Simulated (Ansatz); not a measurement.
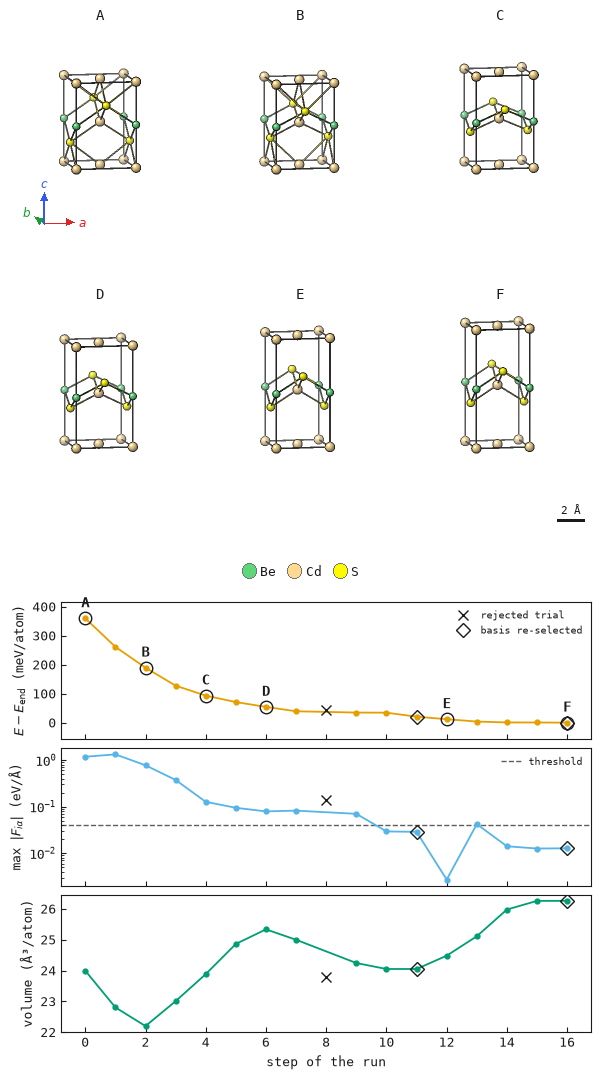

Frames of a relaxation of solid BeCd3S2 (a generated structure, set up in P-4m2) (coarse preliminary run), marked on the history of the run. A ball-and-stick model of the cell of the calculation, seen slightly off an axis.

Method: Ansatz 0.2.0, DFT PBE, scalar-relativistic, plane waves, PAW. Set-up: plane-wave cutoff 420 eV; k-point mesh 4 × 4 × 4; occupations gaussian; smearing width 0.1 eV; no spin polarisation; cell and atoms relaxed; force threshold 0.04 eV/Å; at most 70 steps.

### Describe the path.

The energy falls by 360 meV per atom in 13 accepted moves (16 points after the start). The largest force component goes from 1.2 to 0.013 eV/Å. The pressure goes from −2.58 to 0.03 GPa. The line search rejected the trial step at point 8 of the run. The SCF was repeated twice at an unchanged geometry on a basis and grid sized afresh for the cell, which shifted the energy by 13.7 meV per atom at most. The largest moves relative to the cell, 0.79 Å, are those of S atoms. Be and Cd stay in place. The volume changes by +9.4 %, with a = b 4.658 → 4.156 Å (−10.8 %), c 6.634 → 9.122 Å (+37.5 %). Some distances before and after: Cd–S 2.930 → 3.844 Å, Cd–S 2.792 → 2.465 Å, Be–S 2.792 → 2.465 Å. Bonds break, among them: Cd–S (2.93 → 3.84 Å). The space group stays P-4m2 (No. 115). The run took 3.3 min on 1 thread of Arm Neoverse V1 (shared host), peak memory 0.4 GiB. From step 0 to 2: S atoms move most (0.39 Å), volume −7.5 %, energy −170 meV per atom. From step 2 to 4: S atoms move most (0.28 Å), volume +7.6 %, energy −96.4 meV per atom. From step 4 to 6: S atoms move most (0.04 Å), volume +6.1 %, energy −38.9 meV per atom. From step 6 to 12: S atoms move most (0.13 Å), volume −3.4 %, energy −42.5 meV per atom. From step 12 to 16: S atoms move most (0.08 Å), volume +7.3 %, energy −11.9 meV per atom.

```
step  E − E(0), meV/atom  largest force component, eV/Å  pressure, GPa  volume, Å³/atom                      note
   0                0.00                         1.1845          -2.58           23.995                          
   1              -98.26                         1.3298          -0.56           22.805                          
   2             -170.06                         0.7753           1.82           22.199                          
   3             -232.16                         0.3750           1.67           23.006                          
   4             -266.42                         0.1272           1.74           23.883                          
   5             -288.67                         0.0946           0.47           24.862                          
   6             -305.33                         0.0791          -0.26           25.334                          
   7             -320.37                         0.0821          -0.69           24.997                          
   8             -316.48                         0.1396          -0.50           23.776                  rejected
   9             -324.89                         0.0702          -0.02           24.243                          
  10             -325.31                         0.0294          -0.07           24.049                          
  11             -339.05                         0.0287           0.87           24.049  same geometry, new basis
  12             -347.81                         0.0027           0.64           24.481                          
  13             -355.84                         0.0421           0.33           25.110                          
  14             -358.89                         0.0141           0.14           25.977                          
  15             -359.07                         0.0126          -0.01           26.258                          
  16             -359.75                         0.0127           0.03           26.258  same geometry, new basis
```
